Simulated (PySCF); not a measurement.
Pb(Cl)3, SMILES [Cl][Pb-]([Cl])[Cl] (Cl3Pb (anion, charge -1)) at its CAM-B3LYP/def2-SVP optimised geometry (Å):

```
4

Pb    -1.0697    -1.2733     0.0000
Cl     1.5149    -1.2733     0.0000
Cl    -1.5149     1.2733     0.0000
Cl    -1.5271    -1.8239    -2.4852
```

Method: PySCF 2.14.0 with CAM-B3LYP/def2-TZVPD, def2 effective core potentials past Kr. The core electrons that the potentials of Pb replace are not part of the density.

Map of the Laplacian of the electron density (e/bohr⁵) on the plane z = 1.5 Å:

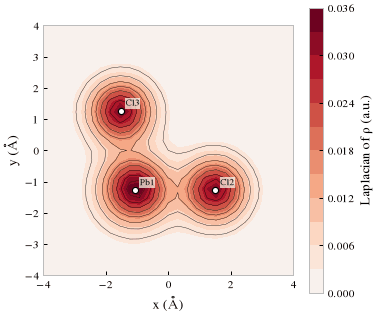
Fig. 1. Laplacian of the electron density (e/bohr⁵) on the plane z = 1.5 Å.
